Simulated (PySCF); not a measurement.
SMILES C[SiH](C)CC[SiH](F)F at its GFN2-xTB optimised geometry (Å):

```
20

Si    -2.6629    -2.3939     3.1380
F     -4.2535    -2.5800     3.0670
F     -2.1532    -3.9102     3.0548
C     -2.0380    -1.4270     1.6437
C     -0.5073    -1.3609     1.5644
Si     0.1166    -0.4570     0.0000
C     -0.5292     1.3339     0.0000
C      2.0176    -0.4570     0.0000
H     -2.3447    -1.9148     4.4630
H     -2.4374    -0.4117     1.6551
H     -2.4186    -1.8916     0.7298
H     -0.1078    -2.3757     1.5847
H     -0.1251    -0.8673     2.4598
H     -0.3883    -1.1628    -1.1929
H     -0.1327     1.8916    -0.8429
H     -1.6122     1.3682    -0.0700
H     -0.2416     1.8624     0.9051
H      2.4137    -1.4674     0.0146
H      2.4059     0.0338    -0.8867
H      2.4186     0.0646     0.8643
```

Computed with B3LYP/def2-SVP run with PySCF 2.14.0. Cells within 0.4 Å of a nucleus heavier than hydrogen are left out (blank, or x).

Map of the electrostatic potential (hartree/e), clipped to [-0.08, 0.12] on the plane z = 0.0 Å:

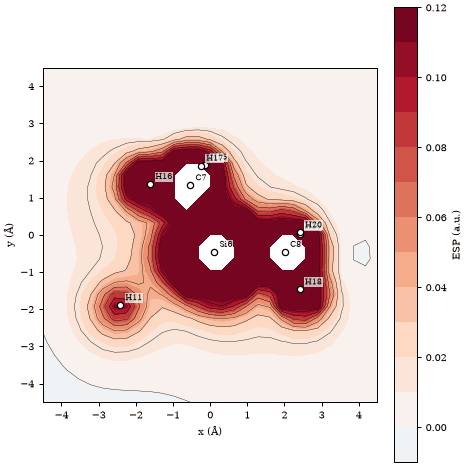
Fig. 1. Electrostatic potential (hartree/e), clipped to [-0.08, 0.12] on the plane z = 0.0 Å.
